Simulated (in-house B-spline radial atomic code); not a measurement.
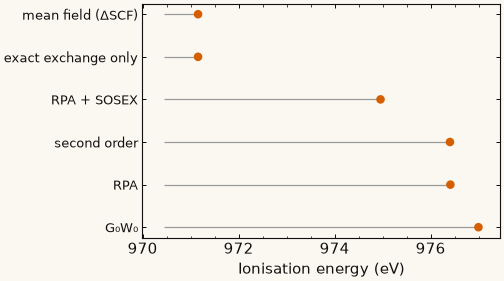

Fig. 1: The ionisation energy of Se²²⁺ ([Ne] 3s² → [Ne] 3s) across levels of theory. All-electron spherical atom, non-relativistic, Slater potential start, no spin-orbit coupling, Breit or QED terms; computed with a B-spline radial code. Differences of total energies, each species on its own start, beside the G₀W₀ level. The values run from 971.16 eV (mean field (ΔSCF) and exact exchange only) to 977.00 eV (G₀W₀).

```tsv
Method	Ionisation energy (eV)
mean field (ΔSCF)	971.16
exact exchange only	971.16
second order	976.40
RPA	976.41
RPA + SOSEX	974.96
G₀W₀	977.00
```

**RPA and GW calculation for Se²²⁺**

- system: Se²²⁺, configuration [Ne] 3s2.
- method: RPA, second-order and SOSEX correlation energies and G0W0 (contour deformation) on a non-relativistic mean field, all electrons, B-spline basis (in-house B-spline radial atomic code)

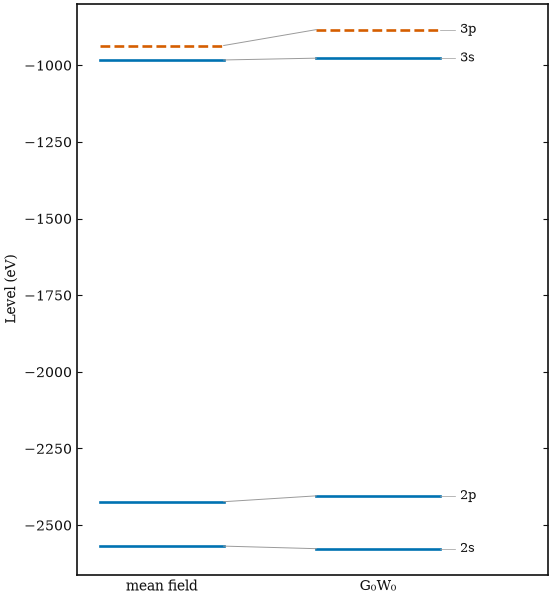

Fig. 2: Mean-field and G₀W₀ levels (solid occupied, dashed empty) for Se²²⁺ ([Ne] 3s²). The quasi-particle equation is solved at full frequency; levels of low quasi-particle weight Z are left out. Σ columns are in eV, and Σc holds an estimate for the angular momenta beyond the basis. G₀W₀ moves the highest occupied level, 3s, from −982.9 to −977.0 eV (renormalisation factor Z = 0.95). The empty level 3p goes from −935.7 to −883.9 eV.

```
Level  Mean field (eV)  Σx − vxc (eV)  Σc (eV)     Z  G₀W₀ (eV)
   3p           −935.7           56.9     −5.0  0.94     −883.9
   3s           −982.9           12.3     −6.3  0.95     −977.0
   2p          −2423.6           15.7      3.5  0.99    −2404.4
   2s          −2568.4           −8.1     −0.3  0.93    −2576.8
```

Input and output of the run follow.

**The input**
```
Z = 34
electrons = 12.0
configuration = [Ne] 3s2
hamiltonian = nr
method = slater
lmax = 9
spin_polarised = False
box_radius = 3.81
intervals = 64
ion_configuration = [Ne] 3s1
```

Launched within a batch (the task file carries these settings):
```bash
python <driver script> task.json out
```

The program writes its results to a structured record and prints no log; tables and figures of this report are taken from that record.

**Key numbers**

```
                                                                   quantity                                                                  value
                                                                    outcome                                                              converged
                                                    mean-field total energy                                                    −2102.63045 hartree
                                     total energy with exact exchange alone                                                    −2102.63045 hartree
                                                      exact exchange energy                                                      −57.41185 hartree
RPA correlation, extrapolated in the angular momentum of the empty orbitals                                                       −0.92886 hartree
                                                 RPA correlation, as summed                                                       −0.92498 hartree
                                                   direct second-order term                                                       −1.05443 hartree
                                                 second-order exchange term                                                        0.40683 hartree
                                                                 SOSEX term                                                        0.35416 hartree
                                                                   hardware  1 thread of Arm Neoverse V2, 128 GiB of memory available, shared host
                                                                  wall time                                                                  2.9 s
```

**Notes**

Caveats: relativity is absent.
